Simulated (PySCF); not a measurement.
```
atom    x (Å)    y (Å)    z (Å)
   C  -3.0942  -0.6154   0.8141
   C  -2.9878   0.5146   0.1129
   B  -1.8202   0.8789  -0.8221
  Si  -0.8697  -0.4796  -1.8676
   B   0.4541  -1.2019  -0.5980
   C   1.7336  -0.4811  -0.3677
   C   2.7752   0.1153  -0.1976
   C   4.0158   0.8253   0.0047
   H  -2.3439  -1.3883   0.7506
   H  -3.9025  -0.8035   1.5047
   H  -3.7753   1.2506   0.2598
   H  -1.4542   1.9958  -0.8193
   H  -1.7452  -1.5424  -2.4168
   H  -0.2362   0.0583  -3.0947
   H   0.2347  -2.1627   0.0419
   H   4.6147   0.3484   0.7815
   H   3.8075   1.8549   0.2980
   H   4.5849   0.8390  -0.9255
```

Geometry: GFN2-xTB.

All numbers below come from PySCF 2.14.0, wB97X-D/def2-SVPD, SCF density, gas phase.

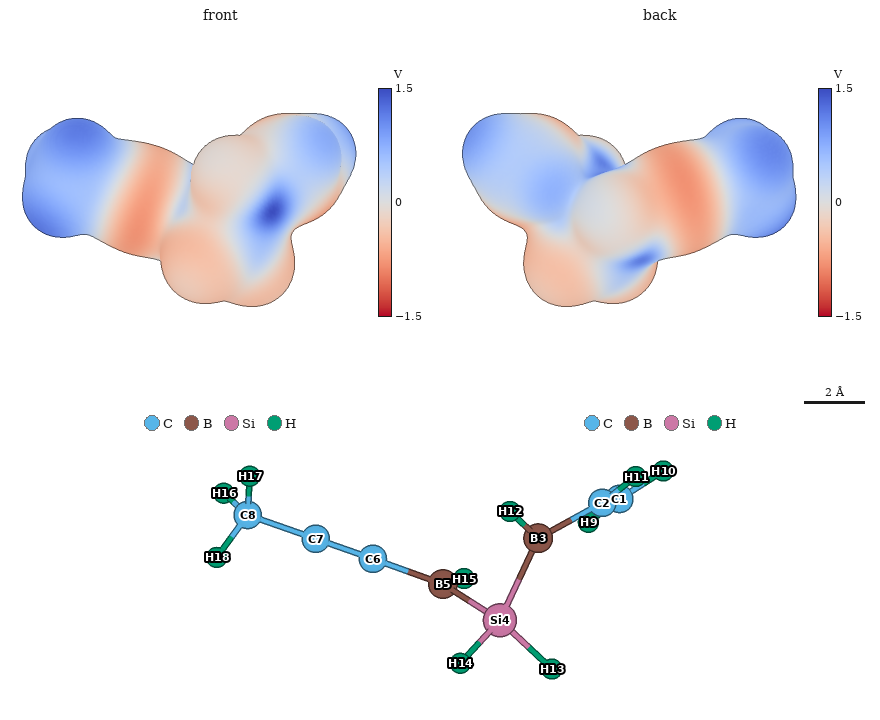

C5H10B2Si (SMILES C=CB[SiH2]BC#CC). The electrostatic potential painted on the density surface at 0.002 e/bohr³, seen from the front and from behind; the colour scale runs from red (negative) to blue (positive). The bare structure is drawn below in the same view.

**Which sites attract a positive test charge, and which a negative one?**

A positive charge is drawn to the negative regions and a negative charge to the positive ones. The most negative region (about −0.8 V) lies over C6 and C7, the most positive (about +1.2 V) over B3.
